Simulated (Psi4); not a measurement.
# SnH3F: excited-state calculation

- system: SnH3F, SMILES [H][Sn]([H])([H])[F]
- method: TDDFT (PBE)/def2-TZVPD, RKS, core potentials def2 (Psi4 1.11)

The geometry comes from this level: GFN2-xTB.

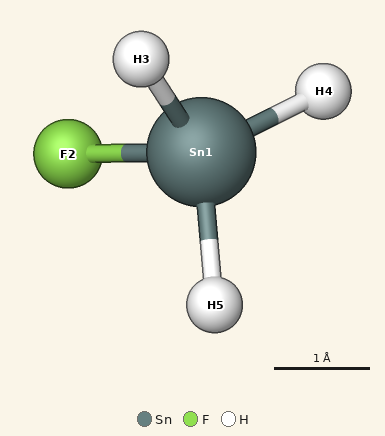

**Figure 1.** The input geometry (ball-and-stick view, seen at a tilt; atoms are numbered from 1 in the order of the input). Sticks mark near contacts. Bond lengths as drawn: F–Sn 1.92 Å and H–Sn 1.66 Å.

### Key numbers

```json
{"quantity": "outcome", "value": "converged"}
{"quantity": "total energy", "value": "−315.888179 hartree"}
{"quantity": "basis functions", "value": "123"}
{"quantity": "HOMO", "value": "−7.91 eV"}
{"quantity": "LUMO", "value": "−1.68 eV"}
{"quantity": "dipole moment", "value": "2.82 D"}
{"quantity": "lowest excitation", "value": "6.33 eV"}
{"quantity": "hardware", "value": "1 thread of Intel Xeon (Sapphire Rapids), 16 GiB of memory available, shared host"}
{"quantity": "wall time", "value": "61 s"}
{"quantity": "peak memory", "value": "1.1 GiB"}
```

### Input (fh3sn.dat)
```python
memory 1.6 GB

molecule m {
  0 1
  Sn    -0.002590     0.002420    -0.166930
  F      0.011740    -0.019270     1.757340
  H      1.619230     0.010970    -0.538180
  H     -0.817750     1.408460    -0.512480
  H     -0.810630    -1.402580    -0.539750
  symmetry c1
}

set basis def2-TZVPD
set puream true
set scf_type df
set dft_radial_points 99
set dft_spherical_points 590
set df_basis_scf def2-universal-jfit
set save_jk true

from psi4.driver.procrouting.response.scf_response import tdscf_excitations
result, w = energy('pbe', return_wfn=True)
states = tdscf_excitations(w, states=4, tda=False)
```

Run as:
```bash
psi4 fh3sn.dat fh3sn.out -n 1
```

### Output
```
Psi4 1.11 release

   => Loading Basis Set <=

    Name: DEF2-TZVPD
    Role: ORBITAL
    Keyword: BASIS

    !!!  WARNING: ECP capability is in beta. Please check occupations closely.  !!!

         ---------------------------------------------------------
                                   SCF
                              RKS Reference
                        1 Threads,   1525 MiB Core
         ---------------------------------------------------------

  ==> Geometry <==

    Molecular point group: c1
    Full point group: C1

    Geometry (in Angstrom), charge = 0, multiplicity = 1:

       Center              X                  Y                   Z               Mass
    ------------   -----------------  -----------------  -----------------  -----------------
         SN          -0.001908459220     0.002835391449    -0.249851265338   119.902201630000
         F            0.012421540780    -0.018854608551     1.674418734662    18.998403162730
         H            1.619911540780     0.011385391449    -0.621101265338     1.007825032230
         H           -0.817068459220     1.408875391449    -0.595401265338     1.007825032230
         H           -0.809948459220    -1.402164608551    -0.622671265338     1.007825032230

  Running in c1 symmetry.

  Rotational constants: A =      2.11753  B =      0.25590  C =      0.25588 [cm^-1]
  Rotational constants: A =  63481.90887  B =   7671.77960  C =   7670.99213 [MHz]
  Nuclear repulsion =   81.108187405707227

  Charge       = 0
  Multiplicity = 1
  Electrons    = 34
  Nalpha       = 17
  Nbeta        = 17

  ==> Algorithm <==

  SCF Algorithm Type is DF.
  DIIS enabled.
  MOM disabled.
  Fractional occupation disabled.
  Guess Type is SAD.
  Energy threshold   = 1.00e-06
  Density threshold  = 1.00e-06
  Integral threshold = 1.00e-12

  ==> Primary Basis <==

  Basis Set: DEF2-TZVPD
    Blend: DEF2-TZVPD
    Number of shells: 47
    Number of basis functions: 123
    Number of Cartesian functions: 139
    Spherical Harmonics?: true
    Max angular momentum: 3

  Core potential: DEF2-TZVPD
    Number of shells: 4
    Number of ECP primitives: 18
    Number of ECP core electrons: 28
    Max angular momentum: 3

  ==> DFT Potential <==

   => LibXC <=

    Version 7.1.2

   => Composite Functional: PBE <=

    PBE GGA Exchange-Correlation Functional

    Deriv               =              1
    GGA                 =           TRUE
    Meta                =          FALSE

    Exchange Hybrid     =          FALSE
    MP2 Hybrid          =          FALSE

   => Exchange Functionals <=

    1.0000     XC_GGA_X_PBE

   => Correlation Functionals <=

    1.0000     XC_GGA_C_PBE

   => LibXC Density Thresholds  <==

    XC_GGA_C_PBE:  1.00E-12
    XC_GGA_X_PBE:  1.00E-15

   => Molecular Quadrature <=

    Radial Scheme          =       TREUTLER
    Pruning Scheme         =           NONE
    Nuclear Scheme         =       TREUTLER

    Blocking Scheme        =         OCTREE
    BS radius alpha        =              1
    Pruning alpha          =              1
    Radial Points          =             99
    Spherical Points       =            590
    Total Points           =         281750
    Total Blocks           =           2105
    Max Points             =            256
    Max Functions          =            123
    Weights Tolerance      =       1.00E-15

   => Loading Basis Set <=

    Name: DEF2-UNIVERSAL-JFIT
    Role: JKFIT
    Keyword: DF_BASIS_SCF

  ==> Integral Setup <==

  DFHelper Memory: AOs need 0.019 GiB; user supplied 0.291 GiB.
  SCF_SUBTYPE=INCORE selected. In-core MEM_DF algorithm will be used.
  Using in-core AOs.

  ==> MemDFJK: Density-Fitted J/K Matrices <==

    J tasked:                   Yes
    K tasked:                    No
    wK tasked:                   No
    Memory [MiB]:               297
    Algorithm:                 Core
    Schwarz Cutoff:           1E-12
    Mask sparsity (%):       0.4098
    Fitting Condition:        1E-10

   => Auxiliary Basis Set <=

  Basis Set: DEF2-UNIVERSAL-JFIT
    Blend: DEF2-UNIVERSAL-JFIT
    Number of shells: 48
    Number of basis functions: 140
    Number of Cartesian functions: 170
    Spherical Harmonics?: true
    Max angular momentum: 4

  Cached 100.0% of DFT collocation blocks in 0.827 [GiB].

  Minimum eigenvalue in the overlap matrix is 4.2750127190E-04.
  Reciprocal condition number of the overlap matrix is 6.2747101693E-05.
    Using symmetric orthogonalization.

  ==> Pre-Iterations <==

  SCF Guess: Superposition of Atomic Densities via on-the-fly atomic UHF (no occupation information).

   -------------------------
    Irrep   Nso     Nmo
   -------------------------
     A        123     123
   -------------------------
    Total     123     123
   -------------------------

  ==> Iterations <==

                           Total Energy        Delta E     RMS |[F,P]|

   @DF-RKS iter SAD:  -314.61278367386956   -3.14613e+02   0.00000e+00
   @DF-RKS iter   1:  -315.60902523064436   -9.96242e-01   6.57562e-03 ADIIS/DIIS
   @DF-RKS iter   2:  -315.28068052888966    3.28345e-01   1.10846e-02 ADIIS/DIIS
   @DF-RKS iter   3:  -315.84016039273632   -5.59480e-01   3.01681e-03 ADIIS/DIIS
   @DF-RKS iter   4:  -315.88696741704860   -4.68070e-02   5.62707e-04 ADIIS/DIIS
   @DF-RKS iter   5:  -315.88807084678962   -1.10343e-03   1.28271e-04 ADIIS/DIIS
   @DF-RKS iter   6:  -315.88817641194214   -1.05565e-04   2.43566e-05 DIIS
   @DF-RKS iter   7:  -315.88817923183450   -2.81989e-06   5.04526e-06 DIIS
   @DF-RKS iter   8:  -315.88817935335106   -1.21517e-07   5.51252e-07 DIIS
  Energy and wave function converged.

  ==> Post-Iterations <==

   Electrons on quadrature grid:
      Ntotal   =   34.0000010526 ; deviation = 1.053e-06

    Orbital Energies [Eh]
    ---------------------

    Doubly Occupied:

       1A    -24.199175     2A     -4.914377     3A     -3.297963
       4A     -3.293191     5A     -3.293183     6A     -1.035972
       7A     -0.960571     8A     -0.960546     9A     -0.956895
      10A     -0.956881    11A     -0.938130    12A     -0.491716
      13A     -0.344363    14A     -0.338123    15A     -0.337955
      16A     -0.290997    17A     -0.290788

    Virtual:

      18A     -0.061648    19A     -0.035391    20A      0.002020
      21A      0.002385    22A      0.020363    23A      0.047658
      24A      0.047712    25A      0.061606    26A      0.061687
      27A      0.085780    28A      0.096953    29A      0.128339
      30A      0.128452    31A      0.170931    32A      0.170977
      33A      0.172678    34A      0.180921    35A      0.190234
      36A      0.190285    37A      0.220418    38A      0.259899
      39A      0.260327    40A      0.264831    41A      0.271794
      42A      0.272013    43A      0.305705    44A      0.338308
      45A      0.354919    46A      0.355015    47A      0.373551
      48A      0.392623    49A      0.392826    50A      0.447238
      51A      0.447734    52A      0.546798    53A      0.574321
      54A      0.574677    55A      0.627744    56A      0.667372
      57A      0.667455    58A      0.697232    59A      0.734190
      60A      0.734870    61A      0.806933    62A      0.807482
      63A      0.811173    64A      0.949144    65A      0.955896
      66A      0.956098    67A      0.967131    68A      1.038234
      69A      1.038398    70A      1.049036    71A      1.097327
      72A      1.165430    73A      1.165627    74A      1.190683
      75A      1.190854    76A      1.410492    77A      1.609421
      78A      1.609852    79A      1.671982    80A      1.732559
      81A      1.732741    82A      1.799793    83A      2.054056
      84A      2.165218    85A      2.165733    86A      2.210378
      87A      2.210606    88A      2.261918    89A      2.271562
      90A      2.272082    91A      2.305157    92A      2.305338
      93A      2.359916    94A      2.429137    95A      2.429252
      96A      2.447719    97A      2.648335    98A      2.772950
      99A      2.800414   100A      2.801043   101A      3.330988
     102A      3.331267   103A      3.627263   104A      3.646430
     105A      4.080795   106A      6.776645   107A      6.776680
     108A      6.779787   109A      6.781191   110A      6.832797
     111A      6.832856   112A      6.906854   113A      8.343808
     114A      8.343869   115A      8.399744   116A      8.399853
     117A      8.611285   118A     36.360443   119A     36.913743
     120A     36.922905   121A     36.924184   122A     56.592834
     123A    113.520982

    Final Occupation by Irrep:
              A
    DOCC [    17 ]
    NA   [    17 ]
    NB   [    17 ]

  @DF-RKS Final Energy:  -315.88817935335106

   => Energetics <=

    Nuclear Repulsion Energy =             81.1081874057072270
    One-Electron Energy =                -679.4301850422368716
    Two-Electron Energy =                 311.9621791208916193
    DFT Exchange-Correlation Energy =     -29.5283608377130129
    Empirical Dispersion Energy =           0.0000000000000000
    VV10 Nonlocal Energy =                  0.0000000000000000
    Total Energy =                       -315.8881793533510631

Computation Completed

Properties will be evaluated at   0.000000,   0.000000,   0.000000 [a0]

Properties computed using the SCF density matrix

 Multipole Moments:

 ------------------------------------------------------------------------------------
     Multipole            Electronic (a.u.)      Nuclear  (a.u.)        Total (a.u.)
 ------------------------------------------------------------------------------------

 L = 1.  Multiply by 2.5417464519 to convert [e a0] to [Debye]
 Dipole X            :         -0.1301192            0.1184903           -0.0116289
 Dipole Y            :          0.1826204           -0.1685951            0.0140253
 Dipole Z            :        -15.7233882           14.6148905           -1.1084977
 Magnitude           :                                                    1.1086475

 ------------------------------------------------------------------------------------

	total time  =          9 seconds =       0.15 minutes

******************************************************************************************
**********                               WARNING                                **********
**********       The names of excited state variables changed between 1.5       **********
**********     and 1.6. For a quick solution, remove the symmetry specifier     **********
**********   from the variable name. For full details, see 'Notes on Psivars'   **********
**********                        in the documentation.                         **********
******************************************************************************************

         ---------------------------------------------------------
                         TDSCF excitation energies
         ---------------------------------------------------------

  ==> Options <==

     Residual threshold  : 1.0000e-04
     Initial guess       : denominators
     Reference           : RHF
     Solver type         : RPA (Hamiltonian)

  ==> Requested Excitations <==

      4 singlet states with A symmetry

  ==> Seeking the lowest 4 singlet states with A symmetry

                        Generalized Hamiltonian Solver

  ==> Options <==

    Max number of iterations        = 60
    Eigenvector tolerance           = 1.0000e-04
    Max number of expansion vectors = 800

  => Iterations <=
                              Max[D[value]]     Max[|R|]   # vectors
  HamiltonianSolver iter   1:   2.66237e-01  8.49823e-02     16
  HamiltonianSolver iter   2:   2.10143e-03  3.23665e-02     20
  HamiltonianSolver iter   3:   9.86269e-05  1.30395e-02     28
  HamiltonianSolver iter   4:   1.63965e-05  5.49876e-03     36
  HamiltonianSolver iter   5:   2.74161e-06  2.60612e-03     44
  HamiltonianSolver iter   6:   5.86238e-07  1.08087e-03     52
  HamiltonianSolver iter   7:   9.63718e-08  4.72626e-04     60
  HamiltonianSolver iter   8:   1.86673e-08  2.11238e-04     68
  HamiltonianSolver iter   9:   4.12728e-09  1.01184e-04     72
  HamiltonianSolver iter  10:   7.72641e-10  9.23162e-05     74      Converged

******************************************************************************************
**********                               WARNING                                **********
**********  Length-gauge rotatory strengths are **NOT** gauge-origin invariant  **********
******************************************************************************************

                                    Excitation Energy         Total Energy        Oscillator Strength             Rotatory Strength
     #   Sym: GS->ES (Trans)        au              eV              au          au (length)    au (velocity)    au (length)    au (velocity)
    ---- -------------------- --------------- --------------- --------------- --------------- --------------- --------------- ---------------
     1        A->A (1 A)       0.23278         6.33423        -315.65540       0.0000          0.0000         -0.0001         -0.0001
     2        A->A (1 A)       0.23298         6.33961        -315.65520       0.0000          0.0000          0.0001          0.0001
     3        A->A (1 A)       0.26384         7.17959        -315.62433       0.0551          0.0556          0.0003          0.0003
     4        A->A (1 A)       0.26403         7.18463        -315.62415       0.0550          0.0554         -0.0003         -0.0003

Contributing excitations and de-excitations
Only contributions with abs(coeff) > 1.00e-01 will be printed:

Excited State    1 (1 A):   0.23278 au   195.74 nm f = 0.0000
  Sums of squares: Xssq =  1.000318e+00; Yssq =  3.183264e-04; Xssq - Yssq =  1.000000e+00
     17a  ->  18a    -0.998304 (99.661%)

Excited State    2 (1 A):   0.23298 au   195.57 nm f = 0.0000
  Sums of squares: Xssq =  1.000315e+00; Yssq =  3.149972e-04; Xssq - Yssq =  1.000000e+00
     16a  ->  18a    -0.998357 (99.672%)

Excited State    3 (1 A):   0.26384 au   172.69 nm f = 0.0551
  Sums of squares: Xssq =  1.000957e+00; Yssq =  9.570200e-04; Xssq - Yssq =  1.000000e+00
     15a  ->  18a    -0.165010 ( 2.723%)
     15a  ->  19a     0.162270 ( 2.633%)
     17a  ->  19a     0.949053 (90.070%)
     17a  ->  22a    -0.118375 ( 1.401%)

Excited State    4 (1 A):   0.26403 au   172.57 nm f = 0.0550
  Sums of squares: Xssq =  1.000951e+00; Yssq =  9.510991e-04; Xssq - Yssq =  1.000000e+00
     14a  ->  18a    -0.163980 ( 2.689%)
     14a  ->  19a     0.162815 ( 2.651%)
     16a  ->  19a     0.949068 (90.073%)
     16a  ->  22a    -0.117064 ( 1.370%)

******************************************************************************************
**********                               WARNING                                **********
**********       The names of excited state variables changed between 1.5       **********
**********     and 1.6. For a quick solution, remove the symmetry specifier     **********
**********   from the variable name. For full details, see 'Notes on Psivars'   **********
**********                        in the documentation.                         **********
******************************************************************************************

    Psi4 run time: 0:00:59.37
```

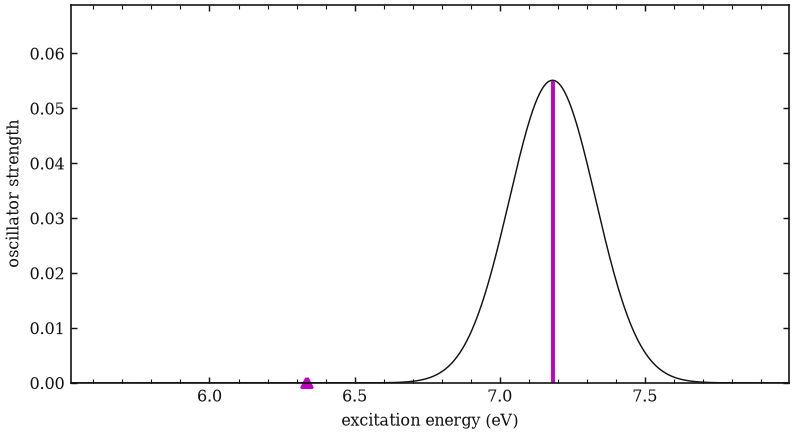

**Figure 2.** Computed excitations as sticks (degenerate states added up, dark ones marked on the axis), with a Gaussian envelope of 0.35 eV full width at half maximum, scaled to the tallest. Of the 4 states the lowest lies at 6.33 eV (f = 0.000); the strongest line is at 7.18 eV, or 173 nm (f = 0.055).

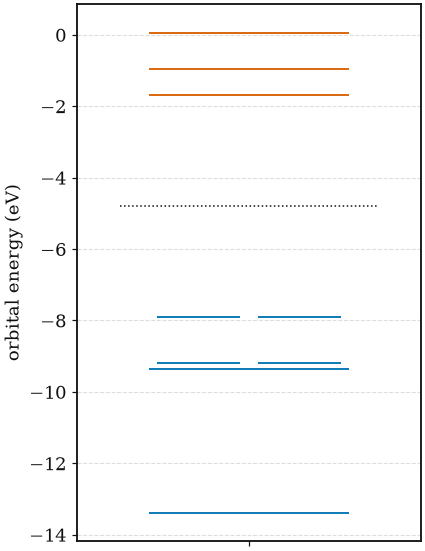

**Figure 3.** Orbital energies near the frontier; the dotted line parts filled from empty levels, and levels within 0.02 eV of each other stand side by side. Highest filled −7.91 eV, lowest empty −1.68 eV, 6.23 eV apart.
